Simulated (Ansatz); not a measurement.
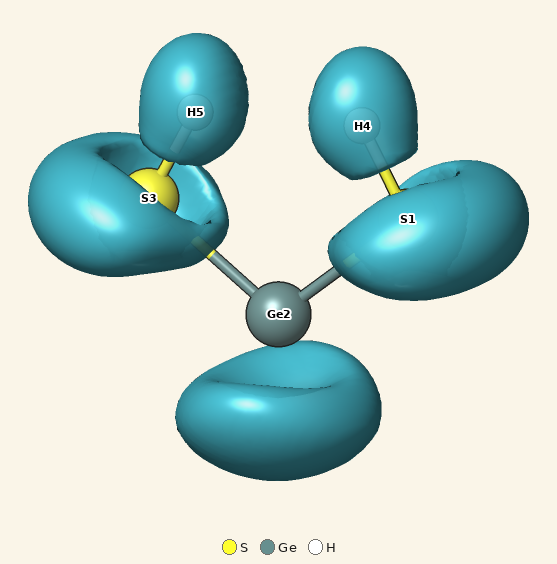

*GeH$_{2}$S$_{2}$ (SMILES [SH][Ge][SH]). Isosurface of the electron localisation function at 0.8 (cyan), seen at an oblique angle. Core shells and regions of very low density are left out.*

Geometry: PBE0-D4/def2-TZVP.

Theory: Ansatz 0.2.0, RKS PBE0-D4/def2-TZVPP.

The calculation's input:

```
crystal:
  periodic: [false, false, false]
  atoms:
    - {symbol: S, position_ang: [-1.585534, -0.528308, -0.565792]}
    - {symbol: Ge, position_ang: [-0.667819, 1.426520, 0.044230]}
    - {symbol: S, position_ang: [1.438941, 0.852872, 0.562091]}
    - {symbol: H, position_ang: [-0.541100, -1.356834, -0.403291]}
    - {symbol: H, position_ang: [1.405312, -0.467950, 0.321261]}
basis:
  gaussian: {orbitals: def2-TZVPP}
hamiltonian: {xc: pbe0, dispersion: d4}
output: {orbitals: {seedname: orbitals}}
```

Launched as:

```sh
ansatz run in.yaml --threads 4 --pin off --events-out ev --progress --plain --max-ram 10444MiB
```

Question: Describe the localisation domains.

Answer: The ELF exceeds this value in two regions around hydrogen nuclei, one lobe on Ge, pointing away from the bonds (lone pairs) and two regions wrapped around S (the valence shell of each).

Values along the shortest contacts:
Ge–S (2.24 Å): the ELF peaks at about 0.85 in the valence shell of S, 0.9 Å from its nucleus, and is about 0.75 at the midpoint. S–H (1.34 Å): the ELF climbs to about 1 towards the hydrogen, as it does in any bond to H.
